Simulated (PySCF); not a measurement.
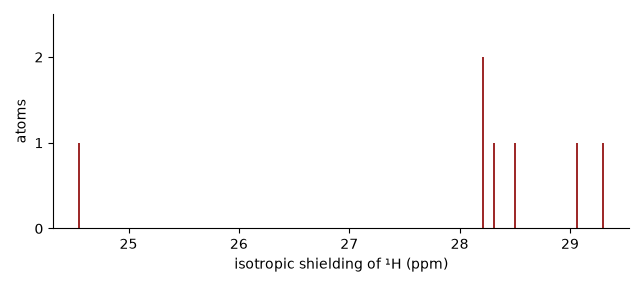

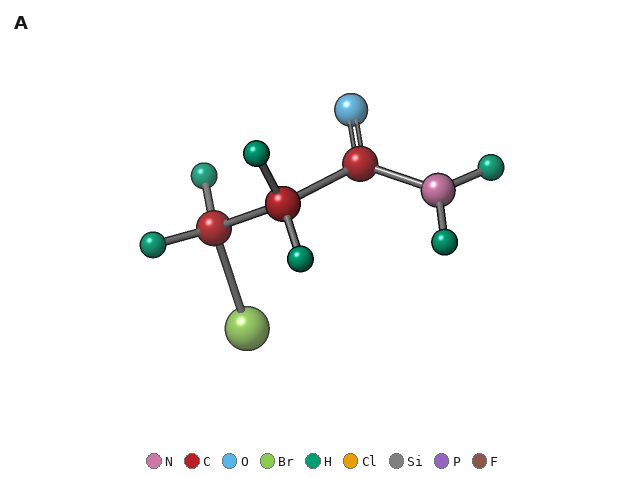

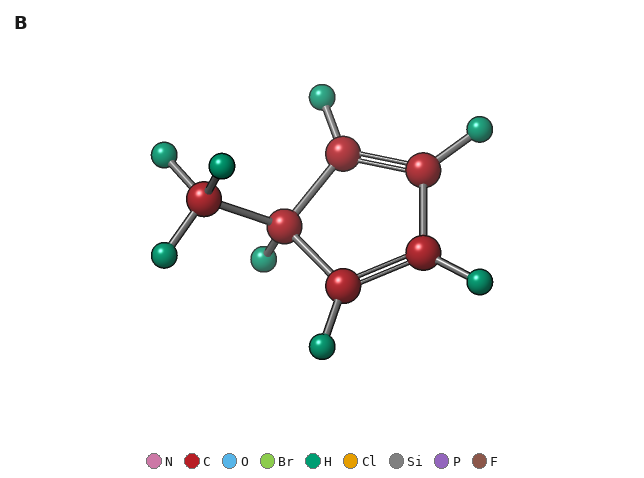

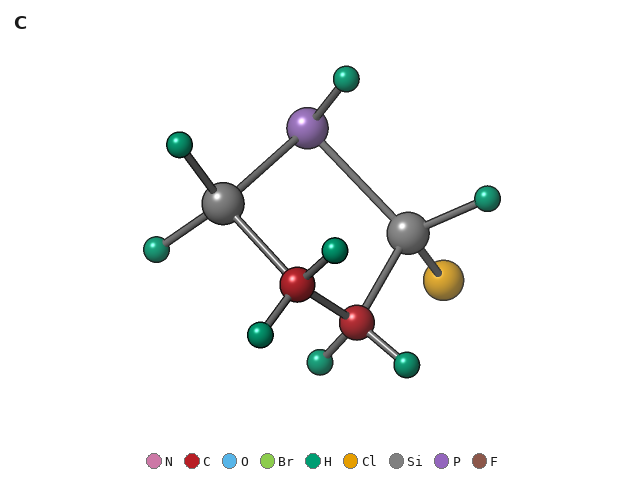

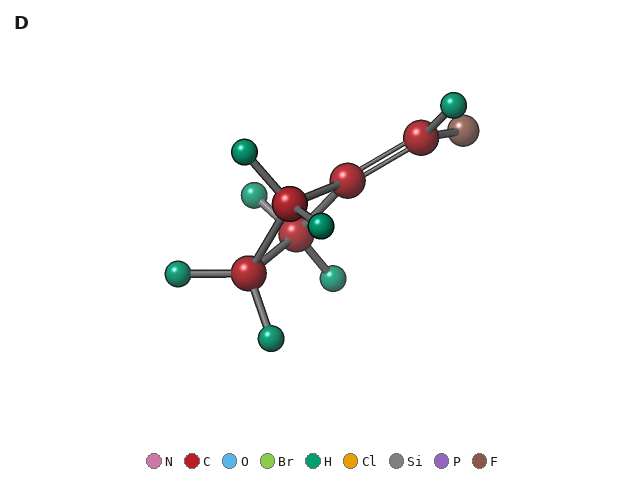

The sticks are computed shieldings of one of the molecules, for one fixed geometry (PBE0-D3(BJ)/def2-SVP) without averaging over rotations. Low shielding means a high chemical shift. Method: GIAO KT2/pcSseg-1 NMR shielding, non-relativistic, gas phase (PySCF 2.14.0).

Question: Match the spectrum to a structure.

Answer: D, `FC=C1CCC1`. Its 7 H atoms give lines at 24.55, 28.21 (2 atoms), 28.31, 28.51, 29.06, 29.30 ppm.
